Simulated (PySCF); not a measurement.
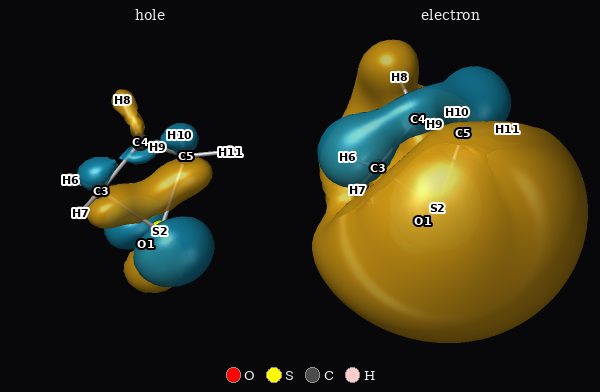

Figure 1: C3H6OS, SMILES `O=S1CCC1`. Leading natural transition orbital pair of S₃ (TDA singlet states); the surfaces enclose about 78 % of each orbital's density.

Computed with PySCF, ωB97X/6-311+G**, geometry: GFN2-xTB. No frequency check shows the geometry to be a minimum. GFN2-xTB bond lengths at metals and heavier atoms can be off by up to 0.1 Å and shapes distorted, which carries into these values.

Input script:

```python
import numpy as np
from pyscf import gto, scf, dft, tdscf
from pyscf.scf import atom_ks, atom_hf
from scipy.linalg import block_diag

def solve(mol, dm0=None, hcore=None):
    mf = (dft.UKS if mol.spin else dft.RKS)(mol, xc='wb97x')
    mf.grids.level = 3
    mf = mf.density_fit(auxbasis='def2-universal-jkfit')
    mf.conv_tol, mf.max_cycle = 1e-8, 80
    if hcore is not None:
        mf.get_hcore = lambda *args: hcore
    mf.kernel(dm0)
    if not mf.converged:
        mf = mf.newton().run(mf.mo_coeff, mf.mo_occ, max_cycle=30)
    assert mf.converged, 'SCF not converged'
    return mf

mol = gto.M(atom='''
O     -1.78688    -0.00041    -0.50476
S     -0.69253     0.00070     0.45967
C      0.66996     1.13454    -0.13381
C      1.68673    -0.00038    -0.07275
C      0.66896    -1.13503    -0.13308
H      0.43755     1.45377    -1.14571
H      0.85489     1.99415     0.50316
H      2.42408    -0.00114    -0.87592
H      2.21555    -0.00041     0.87995
H      0.43628    -1.45471    -1.14476
H      0.85315    -1.99439     0.50446
''', basis='6-311+g**', charge=0, spin=0, verbose=4)
mf = solve(mol)
td = mf.TDA()
td.nstates, td.singlet, td.conv_tol = 6, True, 1e-5
td.kernel()
td.analyze()
x, y = np.array([p[0] for p in td.xy]), np.array([p[1] + 0 * p[0] for p in td.xy])
f, mu = td.oscillator_strength(), td.transition_dipole()
nto = [td.get_nto(state=i + 1, verbose=4) for i in range(len(td.e))]
# spherically averaged free atoms, for the promolecule
atm = atom_ks.get_atm_nrks(mol, xc='wb97x')
pro = block_diag(*[(atm[a[0]][2] * atm[a[0]][3]) @ atm[a[0]][2].T for a in mol._atom])
np.savez('result.npz', e=td.e, f=f, ok=td.converged, w=[n[0] for n in nto], nto=[n[1] for n in nto], x=x, y=y, c=mf.mo_coeff, occ=mf.mo_occ, eps=mf.mo_energy, pro=pro, mu=mu)
```

Run with:

```sh
OMP_NUM_THREADS=1 python input.py
```

The run took 8.9 min on 1 thread of Arm Neoverse V2, with other jobs on the host, peak memory 0.8 GiB.

Where does the state lie, and where do hole and electron sit?

6.66 eV (186 nm), f = 0.035, partly diffuse acceptor orbital; the leading pair carries 99 %; hole on O1 (40 %), S2 (35 %) and C3 and C5 (8 % each), electron on S2 (35 %), C3 and C5 (12 % each) and C4 (8 %) (atom shares of so diffuse an orbital are rough); their centroids lie 1.5 Å apart. In canonical orbitals it is mainly HOMO → LUMO+2 (50 %). The HOMO–LUMO gap is 10.78 eV.
